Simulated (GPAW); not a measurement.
# TaGe2P4 monolayer: work function by functional and basis, part 2 of 2

Aim: the work function of both faces of TaGe2P4 monolayer, and its spread over functionals and bases.

GPAW 26.7.0; GPAW, PAW setups; layer in a repeated cell with vacuum, relaxation of atoms and in-plane cell (the session's first sound run).

So far, upper work function (eV): step 3 (plane waves, PBE) 5.39; step 4 (RPBE) 5.30; step 5 (GPAW, PAW setups) 5.57.

## Step 6: Self-consistent run: xc = "LDA"

Level of this step: GPAW, PAW setups; slab in vacuum (GPAW).

The same geometry under LDA, to see how far the functional moves the levels against the vacuum.

run.py

```python
import json
import numpy as np
from ase import Atoms
from gpaw import GPAW, PW

slab = Atoms(
    ['P', 'Ge', 'P', 'Ta', 'P', 'Ge', 'P'],
    positions=[
        [0.00000, -0.00000, 9.00000],
        [-0.00000, 2.08991, 10.07377],
        [-0.00000, 2.08991, 12.43823],
        [0.00000, -0.00000, 13.86516],
        [-0.00000, 2.08991, 15.29208],
        [-0.00000, 2.08991, 17.65654],
        [0.00000, -0.00000, 18.73032]],
    cell=[[3.61984, 0.0, 0.0], [-1.80992, 3.13487, 0.0], [0.0, 0.0, 27.7303]],
    pbc=[True, True, False],
    magmoms=[0.0, 0.0, 0.0, 1.0, 0.0, 0.0, 0.0])

slab.calc = GPAW(mode=PW(400), xc='LDA', kpts={'size': (9, 9, 1), 'gamma': True},
                 occupations={'name': 'fermi-dirac', 'width': 0.05}, nbands='200%',
                 convergence={'density': 1e-05}, maxiter=200,
                 poissonsolver={'dipolelayer': 'xy'},
                 symmetry={'tolerance': 1e-3}, txt='slab.txt')
result = {}
energy = slab.get_potential_energy()
fermi = slab.calc.get_fermi_level()
v = slab.calc.get_electrostatic_potential().mean((0, 1)) - fermi
n = slab.calc.get_pseudo_density().mean((0, 1))
L = slab.cell[2, 2]
z = np.arange(len(v)) * L / len(v)
low, high = slab.positions[:, 2].min(), slab.positions[:, 2].max()
below, above = np.interp([low - 6.8, high + 6.8], z, v)
slopes = [np.interp(x, z, np.gradient(v, z)) for x in (low - 6.8, high + 6.8)]
eps = np.array([[slab.calc.get_eigenvalues(k, s) for k in range(len(slab.calc.get_ibz_k_points()))]
                for s in range(slab.calc.get_number_of_spins())]) - fermi
top, bottom = eps[eps < 0].max(), eps[eps > 0].min()
dipole = slab.get_dipole_moment()[2]
print(f'energy {energy:.4f} eV, Fermi level {fermi:.4f} eV, dipole {dipole:.5f} e A')
print(f'potential 6.8 A off the faces, from the Fermi level: lower {below:.4f} eV, upper {above:.4f} eV')
print(f'slope of the potential there: lower {slopes[0]:.5f}, upper {slopes[1]:.5f} eV/A')
print(f'nearest levels on the mesh: {top:.4f} and {bottom:.4f} eV')
print('magnetic moment', round(slab.get_magnetic_moment(), 3))
result.update(energy=energy, fermi=fermi, dipole=dipole, below=below, above=above, slopes=slopes, edges=[top, bottom],
              z=z.tolist(), v=v.tolist(), n=n.tolist(), positions=slab.positions.tolist(),
              forces=slab.get_forces(apply_constraint=False).tolist(), moments=slab.get_magnetic_moments().tolist())
json.dump(result, open('result.json', 'w'))
```

Launch:

```bash
OMP_NUM_THREADS=1 OPENBLAS_NUM_THREADS=1 python run.py
```

What it wrote:

```text
energy -46.4294 eV, Fermi level -0.4087 eV, dipole 0.00207 e A
potential 6.8 A off the faces, from the Fermi level: lower 5.6212 eV, upper 5.6164 eV
slope of the potential there: lower -0.00009, upper 0.00009 eV/A
nearest levels on the mesh: -0.0585 and 0.0332 eV
magnetic moment 0.0
```

Run time: 2.8 min. Hardware: 1 thread of Arm Neoverse V1, shared host; peak memory 0.33 GiB.

This step gave:

| Property | Result |
| --- | --- |
| dipole along the normal | 0.002067 e·Å |
| levels nearest the Fermi level on the mesh | -0.05849, 0.03324 eV from the Fermi level |
| upper work function | 5.616 eV |
| lower work function | 5.621 eV |

The electrostatic potential energy of an electron (without an applied field's), less the Fermi level, planar mean oscillates, so the rows of the table below give means over windows of 1.73 Å about each position, cut where the curve ends. Its maxima inside the range that stand out by 2 % of the span (Å: eV): 9.5: -9.62, 11.3: 2.56, 13.0: -6.02, 14.7: -6.02, 16.5: 2.56, 18.2: -9.62. Its minima: 9.1: -12.8, 10.1: -13.7, 12.5: -11.2, 13.9: -16.8, 15.3: -11.2, 17.7: -13.7, 18.6: -12.8.

Table of electrostatic potential energy of an electron (without an applied field's), less the Fermi level, planar mean by z; means over each step:

```csv
z (Å),"electrostatic potential energy of an electron (without an applied field's), less the Fermi level, planar mean (eV)"
0.86,5.62
2.59,5.62
4.32,5.62
6.05,5.60
7.78,2.85
9.51,-11.3
11.24,-0.708
12.97,-9.81
14.70,-10.1
16.43,-0.676
18.16,-11.3
19.89,2.47
21.62,5.59
23.35,5.62
25.08,5.62
26.81,5.62
```

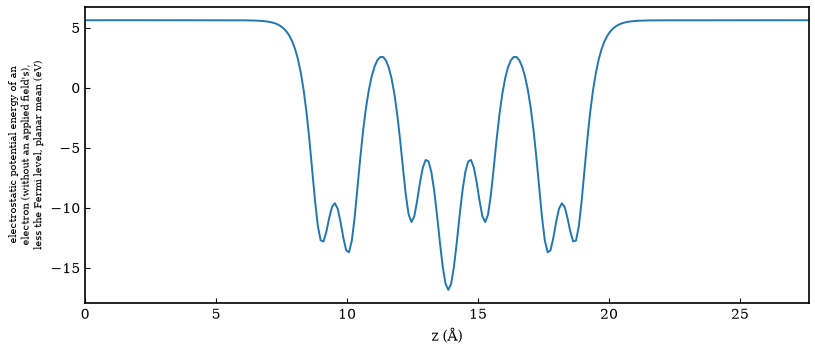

Electrostatic potential energy of an electron (without an applied field's), less the Fermi level, planar mean, plotted against z.

The upper face's work function is 5.616 eV, against 5.391 eV in the first plane-wave PBE run at this geometry.

## Step 7: Self-consistent run: xc = "vdW-DF2"

The same geometry under vdW-DF2, to see how far the functional moves the levels against the vacuum (the van der Waals functionals take revPBE setups).

Edit run.py of step 6 so:

```diff
@@ -19,3 +19,3 @@
 
-slab.calc = GPAW(mode=PW(400), xc='LDA', kpts={'size': (9, 9, 1), 'gamma': True},
+slab.calc = GPAW(mode=PW(400), xc='vdW-DF2', kpts={'size': (9, 9, 1), 'gamma': True},
                  occupations={'name': 'fermi-dirac', 'width': 0.05}, nbands='200%',
```

What it wrote:

```text
energy -413.8005 eV, Fermi level -0.2519 eV, dipole 0.00204 e A
potential 6.8 A off the faces, from the Fermi level: lower 5.6682 eV, upper 5.6634 eV
slope of the potential there: lower -0.00014, upper 0.00014 eV/A
nearest levels on the mesh: -0.0452 and 0.0200 eV
magnetic moment -0.0
```

Wall time 3.9 min (1 thread); peak memory 0.57 GiB.

This step gave:

| Property | Result |
| --- | --- |
| dipole along the normal | 0.002040 e·Å |
| levels nearest the Fermi level on the mesh | -0.04521, 0.01995 eV from the Fermi level |
| upper work function | 5.663 eV |
| lower work function | 5.668 eV |

The upper face's work function is 5.663 eV, against 5.391 eV in the first plane-wave PBE run at this geometry.

## Step 8: Self-consistent run: xc = "revPBE"

The same geometry under revPBE, to see how far the functional moves the levels against the vacuum.

Edit run.py of step 7 so:

```diff
@@ -19,3 +19,3 @@
 
-slab.calc = GPAW(mode=PW(400), xc='vdW-DF2', kpts={'size': (9, 9, 1), 'gamma': True},
+slab.calc = GPAW(mode=PW(400), xc='revPBE', kpts={'size': (9, 9, 1), 'gamma': True},
                  occupations={'name': 'fermi-dirac', 'width': 0.05}, nbands='200%',
```

What it wrote:

```text
energy -39.6268 eV, Fermi level -0.0675 eV, dipole 0.00204 e A
potential 6.8 A off the faces, from the Fermi level: lower 5.3073 eV, upper 5.3025 eV
slope of the potential there: lower -0.00009, upper 0.00009 eV/A
nearest levels on the mesh: -0.0577 and 0.0374 eV
magnetic moment 0.0
```

It took 3.4 min on 1 thread; peak memory 0.35 GiB.

This step gave:

* dipole along the normal: 0.002039 e·Å
* levels nearest the Fermi level on the mesh: -0.05768, 0.03743 eV from the Fermi level
* upper work function: 5.303 eV
* lower work function: 5.307 eV

The electrostatic potential energy of an electron (without an applied field's), less the Fermi level, planar mean oscillates, so the rows of the table below give means over windows of 1.73 Å about each position, cut where the curve ends. Its maxima inside the range that stand out by 2 % of the span (Å: eV): 9.5: -10.0, 11.4: 2.17, 13.0: -6.42, 14.7: -6.42, 16.4: 2.17, 18.2: -10.0. Its minima: 9.1: -13.1, 10.1: -14.1, 12.5: -11.5, 13.9: -17.3, 15.3: -11.5, 17.7: -14.1, 18.6: -13.1.

Table of electrostatic potential energy of an electron (without an applied field's), less the Fermi level, planar mean by z; means over each step:

```csv
z (Å),"electrostatic potential energy of an electron (without an applied field's), less the Fermi level, planar mean (eV)"
0.86,5.31
2.59,5.31
4.32,5.31
6.05,5.29
7.78,2.56
9.51,-11.6
11.24,-1.12
12.97,-10.2
14.70,-10.5
16.43,-1.08
18.16,-11.7
19.89,2.18
21.62,5.28
23.35,5.30
25.08,5.30
26.81,5.30
```

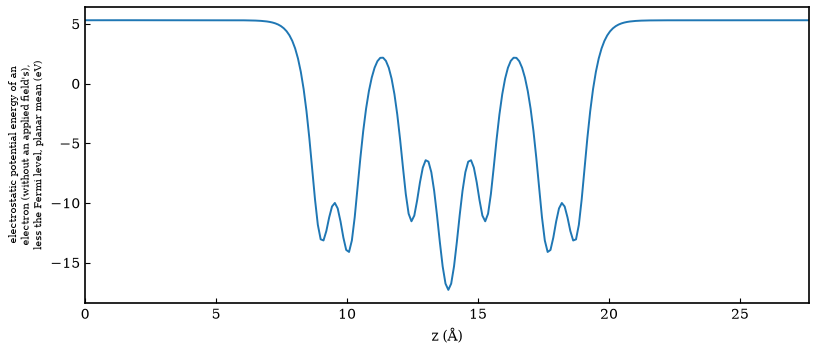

Electrostatic potential energy of an electron (without an applied field's), less the Fermi level, planar mean against z.

The upper face's work function is 5.303 eV, against 5.391 eV in the first plane-wave PBE run at this geometry.

## Step 9: Real-space grid: mode = "fd"

A real-space grid is a second complete basis, so it checks the plane-wave result.

Edit run.py of step 8 so:

```diff
@@ -3,3 +3,3 @@
 from ase import Atoms
-from gpaw import GPAW, PW
+from gpaw import GPAW
 
@@ -19,3 +19,3 @@
 
-slab.calc = GPAW(mode=PW(400), xc='revPBE', kpts={'size': (9, 9, 1), 'gamma': True},
+slab.calc = GPAW(mode='fd', h=0.18, xc='PBE', kpts={'size': (9, 9, 1), 'gamma': True},
                  occupations={'name': 'fermi-dirac', 'width': 0.05}, nbands='200%',
```

What it wrote:

```text
energy -41.6805 eV, Fermi level -5.3935 eV, dipole 0.00030 e A
potential 6.8 A off the faces, from the Fermi level: lower 5.3959 eV, upper 5.3911 eV
slope of the potential there: lower -0.00000, upper 0.00000 eV/A
nearest levels on the mesh: -0.0572 and 0.0361 eV
magnetic moment 0.0
```

It took 8 min on 1 thread; peak memory 1 GiB.

Numbers from this step:

* dipole along the normal: 3.03e-4 e·Å
* levels nearest the Fermi level on the mesh: -0.05721, 0.03607 eV from the Fermi level
* upper work function: 5.391 eV
* lower work function: 5.396 eV

The electrostatic potential energy of an electron (without an applied field's), less the Fermi level, planar mean oscillates, so the rows of the table below give means over windows of 1.78 Å about each position, cut where the curve ends. Its maxima inside the range that stand out by 2 % of the span (Å: eV): 9.5: -9.92, 11.3: 2.27, 13.1: -6.33, 14.7: -6.33, 16.4: 2.27, 18.2: -9.92. Its minima: 9.1: -13.1, 10.0: -14.1, 12.4: -11.4, 13.9: -17.2, 15.3: -11.4, 17.7: -14.1, 18.7: -13.2.

The electrostatic potential energy of an electron (without an applied field's), less the Fermi level, planar mean by z; means over each step:

```csv
z (Å),"electrostatic potential energy of an electron (without an applied field's), less the Fermi level, planar mean (eV)"
0.89,5.40
2.67,5.40
4.45,5.40
6.23,5.36
8.01,0.642
9.79,-10.9
11.57,-1.89
13.35,-11.4
15.13,-7.48
16.91,-3.57
18.69,-8.55
20.47,4.69
22.25,5.39
24.03,5.39
25.81,5.39
27.59,5.39
```

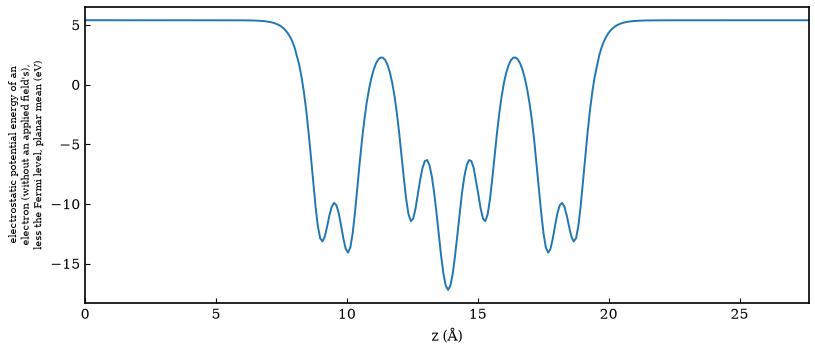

Electrostatic potential energy of an electron (without an applied field's), less the Fermi level, planar mean, plotted against z.

The upper face's work function is 5.391 eV, against 5.391 eV in the first plane-wave PBE run at this geometry.

## Step 10: Atomic orbitals: mode = "lcao"

Atom-centred orbitals end a few angstrom from the surface, which tests how much the density's tail matters.

Edit run.py of step 9 so:

```diff
@@ -19,4 +19,4 @@
 
-slab.calc = GPAW(mode='fd', h=0.18, xc='PBE', kpts={'size': (9, 9, 1), 'gamma': True},
-                 occupations={'name': 'fermi-dirac', 'width': 0.05}, nbands='200%',
+slab.calc = GPAW(mode='lcao', basis='dzp', h=0.18, xc='PBE', kpts={'size': (9, 9, 1), 'gamma': True},
+                 occupations={'name': 'fermi-dirac', 'width': 0.05}, nbands='120%',
                  convergence={'density': 1e-05}, maxiter=200,
```

What it wrote:

```text
energy -40.4136 eV, Fermi level -5.1838 eV, dipole 0.00030 e A
potential 6.8 A off the faces, from the Fermi level: lower 5.1862 eV, upper 5.1814 eV
slope of the potential there: lower -0.00000, upper -0.00000 eV/A
nearest levels on the mesh: -0.0567 and 0.0361 eV
magnetic moment 0.0
```

It took 4.3 min on 1 thread; peak memory 0.37 GiB.

This step gave:

```
dipole along the normal                    : 3.04e-4 e·Å
levels nearest the Fermi level on the mesh : -0.05673, 0.03607 eV from the Fermi level
upper work function                        : 5.181 eV
lower work function                        : 5.186 eV
```

The electrostatic potential energy of an electron (without an applied field's), less the Fermi level, planar mean oscillates, so the rows of the table below give means over windows of 1.78 Å about each position, cut where the curve ends. Its maxima inside the range that stand out by 2 % of the span (Å: eV): 9.5: -10.1, 11.3: 2.21, 13.1: -6.39, 14.7: -6.39, 16.4: 2.21, 18.2: -10.1. Its minima: 9.1: -13.3, 10.0: -14.2, 12.4: -11.4, 13.9: -17.4, 15.3: -11.4, 17.7: -14.2, 18.7: -13.3.

The electrostatic potential energy of an electron (without an applied field's), less the Fermi level, planar mean by z; means over each step:

```
z (Å)  electrostatic potential energy of an electron (without an applied field's), less the Fermi level, planar mean (eV)
 0.89                                                                                                                5.19
 2.67                                                                                                                5.19
 4.45                                                                                                                5.19
 6.23                                                                                                                5.17
 8.01                                                                                                               0.573
 9.79                                                                                                               -11.0
11.57                                                                                                               -1.91
13.35                                                                                                               -11.5
15.13                                                                                                               -7.50
16.91                                                                                                               -3.63
18.69                                                                                                               -8.67
20.47                                                                                                                4.58
22.25                                                                                                                5.18
24.03                                                                                                                5.18
25.81                                                                                                                5.18
27.59                                                                                                                5.18
```

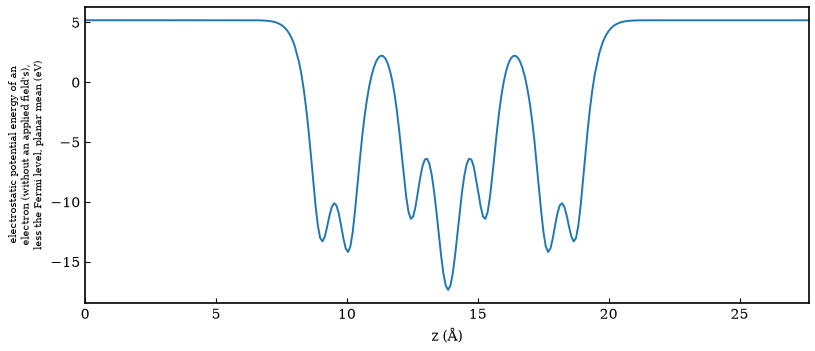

Electrostatic potential energy of an electron (without an applied field's), less the Fermi level, planar mean against z.

The upper face's work function is 5.181 eV, against 5.391 eV in the first plane-wave PBE run at this geometry.

## Step 11: Cost and result by level

Times are for 1 thread of Arm Neoverse V1, shared host. The series side by side:

```
no.         run  upper work function (eV)  lower work function (eV)     time  memory (GiB)
  1          pw                     5.391                     5.396  3.2 min          0.35
  2        RPBE                     5.304                     5.308  3.4 min          0.35
  3  optPBE vdW                     5.571                     5.576  3.6 min          0.57
  4         LDA                     5.616                     5.621  2.8 min          0.33
  5     vdW DF2                     5.663                     5.668  3.9 min          0.57
  6      revPBE                     5.303                     5.307  3.4 min          0.35
  7          fd                     5.391                     5.396    8 min           1.0
  8        lcao                     5.181                     5.186  4.3 min          0.37
```

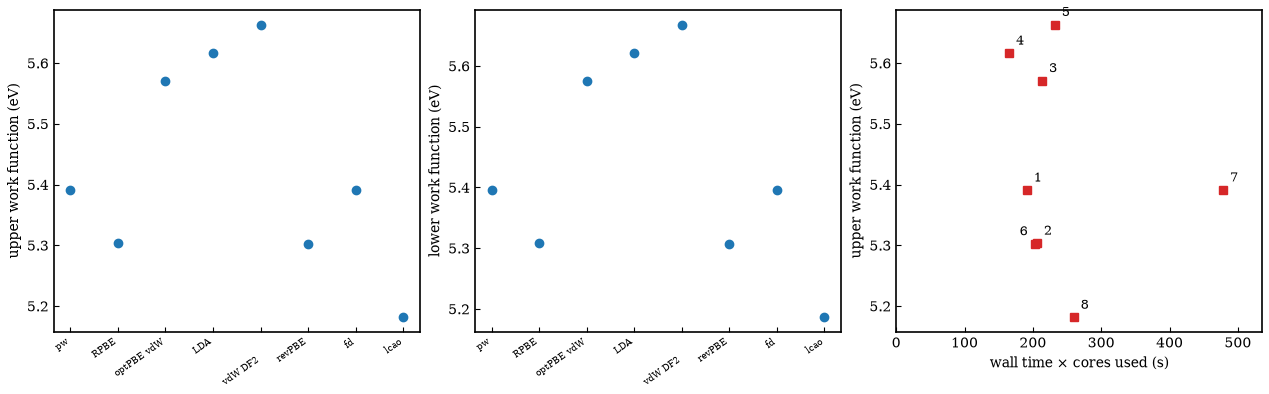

The series as plots; the last panel sets the first result against cost, with the runs numbered as in the table.

## Step 12: Side by side

Results and costs are gathered.

This step: comparison of work functions, dipole and cost (GPAW 26.7.0).

Ladder, by row:

| step | code | work function, upper (eV) | work function, lower (eV) | dipole (e Å) | wall time (s) | peak memory (GiB) | threads |
| --- | --- | --- | --- | --- | --- | --- | --- |
| pw | GPAW | 5.391 | 5.396 | 0.002045 | 191.2 | 0.35 | 1 |
| RPBE | GPAW | 5.304 | 5.308 | 0.002037 | 206 | 0.35 | 1 |
| optPBE-vdW | GPAW | 5.571 | 5.576 | 0.00204 | 213.5 | 0.57 | 1 |
| LDA | GPAW | 5.616 | 5.621 | 0.002067 | 165.1 | 0.33 | 1 |
| vdW-DF2 | GPAW | 5.663 | 5.668 | 0.00204 | 232.2 | 0.57 | 1 |
| revPBE | GPAW | 5.303 | 5.307 | 0.002039 | 202.4 | 0.35 | 1 |
| fd | GPAW | 5.391 | 5.396 | 3.03e-4 | 478.3 | 1.04 | 1 |
| lcao | GPAW | 5.181 | 5.186 | 3.04e-4 | 259.8 | 0.37 | 1 |

## Step 13: A changed run

One more run, with changed settings.

This step: GPAW, PAW setups; slab in vacuum (GPAW 26.7.0).

Edit run.py of step 10 so:

```diff
@@ -3,3 +3,3 @@
 from ase import Atoms
-from gpaw import GPAW
+from gpaw import GPAW, PW
 
@@ -19,5 +19,5 @@
 
-slab.calc = GPAW(mode='lcao', basis='dzp', h=0.18, xc='PBE', kpts={'size': (9, 9, 1), 'gamma': True},
-                 occupations={'name': 'fermi-dirac', 'width': 0.05}, nbands='120%',
-                 convergence={'density': 1e-05}, maxiter=200,
+slab.calc = GPAW(mode=PW(400), xc='PBE', kpts={'size': (9, 9, 1), 'gamma': True},
+                 occupations={'name': 'fermi-dirac', 'width': 0.05}, nbands='200%',
+                 convergence={'density': 1e-05}, maxiter=100,
                  poissonsolver={'dipolelayer': 'xy'},
@@ -32,4 +32,4 @@
 low, high = slab.positions[:, 2].min(), slab.positions[:, 2].max()
-below, above = np.interp([low - 6.8, high + 6.8], z, v)
-slopes = [np.interp(x, z, np.gradient(v, z)) for x in (low - 6.8, high + 6.8)]
+below, above = np.interp([low - 1.0, high + 1.0], z, v)
+slopes = [np.interp(x, z, np.gradient(v, z)) for x in (low - 1.0, high + 1.0)]
 eps = np.array([[slab.calc.get_eigenvalues(k, s) for k in range(len(slab.calc.get_ibz_k_points()))]
@@ -39,3 +39,3 @@
 print(f'energy {energy:.4f} eV, Fermi level {fermi:.4f} eV, dipole {dipole:.5f} e A')
-print(f'potential 6.8 A off the faces, from the Fermi level: lower {below:.4f} eV, upper {above:.4f} eV')
+print(f'potential 1.0 A off the faces, from the Fermi level: lower {below:.4f} eV, upper {above:.4f} eV')
 print(f'slope of the potential there: lower {slopes[0]:.5f}, upper {slopes[1]:.5f} eV/A')
```

What it wrote:

```text
energy -41.6981 eV, Fermi level -0.1524 eV, dipole 0.00205 e A
potential 1.0 A off the faces, from the Fermi level: lower 3.1045 eV, upper 3.0998 eV
slope of the potential there: lower -6.56032, upper 6.55999 eV/A
nearest levels on the mesh: -0.0574 and 0.0363 eV
magnetic moment 0.0
```

Wall time 3.2 min (1 thread); peak memory 0.35 GiB.

The run finished. A setting was moved off its sound value on purpose, so it serves as a test and not as the result.

The fault put into the input: the potential probed 1 A off the face (probe = 1.0).

## Step 14: Summary of results

```yaml
work_function_both_faces: 5.39 eV
dipole_along_the_normal: 0.0020 e Å, near the numerical noise
```

What this shows: With plane waves and PBE the work function is 5.39 eV on the upper face and 5.40 eV on the lower. Over the sound runs of the table the upper face's work function spans 5.181 (lcao) to 5.663 eV (vdW-DF2). Atomic orbitals miss the plane-wave value by -0.21 eV, since they describe the tail of the density in the vacuum poorly. The small printed dipole stands for a step of -33 meV from the lower to the upper face, and the probes find -4.8 meV; values this small are near the numerical noise of both. One magnetic start was tried; another order may lie lower. The layer's cell and atoms come from the relaxation; spin-orbit coupling and temperature are left out.

[Logs are printed without paths, hosts, clocks, repeated set-up lines and the standing remarks that a program may print on its own settings, such as how far it seeks lower states.]

[Hosts, paths, dates, database ids (printed as entryN), source tags and the programs' standing remarks are cut or masked in the printed files.]
